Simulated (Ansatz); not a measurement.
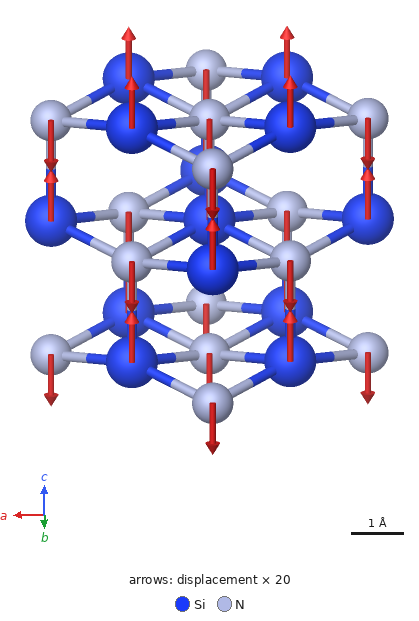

A relaxation of a crystal of SiN (a generated structure, set up in I4mm) (coarse preliminary run). The starting structure is drawn; red arrows show the displacements (the part carried along by the change of the cell is left out), 20 times their true length.

The picture is a ball-and-stick view of the atoms within 4.2 Å of the atom that moves most (axes of the conventional cell (2 times the calculation's cell)), seen from a free direction. Lengths and directions refer to the drawn axes.

These are results of DFT PBE, scalar-relativistic, plane waves, PAW in Ansatz 0.2.0, not measurements. Set-up: plane-wave cutoff 420 eV; k-point mesh 8 × 8 × 8; occupations gaussian; smearing width 0.1 eV; no spin polarisation; cell and atoms relaxed; force threshold 0.04 eV/Å; at most 70 steps.

What did the optimiser do to the structure, and how much energy did it gain?

The largest moves relative to the cell, 0.053 Å, are those of Si and N atoms. By element the largest moves are Si 0.053 Å, N 0.053 Å. The volume changes by −13.7 %, with a = b 3.100 → 2.937 Å (−5.2 %), c 4.825 → 4.635 Å (−3.9 %). Some distances before and after: N–Si 2.065 → 1.877 Å, N–Si 2.219 → 2.123 Å. Among the angles between lasting bonds that change: Si–N–Si 162.0° → 156.1°, N–Si–N 162.0° → 156.1°, Si–N–Si 99.0° → 102.0°. The space group stays I4mm (No. 107). The energy falls by 0.304 eV per cell of the calculation in 4 accepted moves (5 points after the start). Largest force component: 0.95 eV/Å at the start, 0.0084 eV/Å at the end. The pressure goes from −21.27 to −0.23 GPa. At 1 point the geometry stayed and the basis and grid were re-selected for the new cell (energy shift of 3.9 meV per cell of the calculation at most each time).
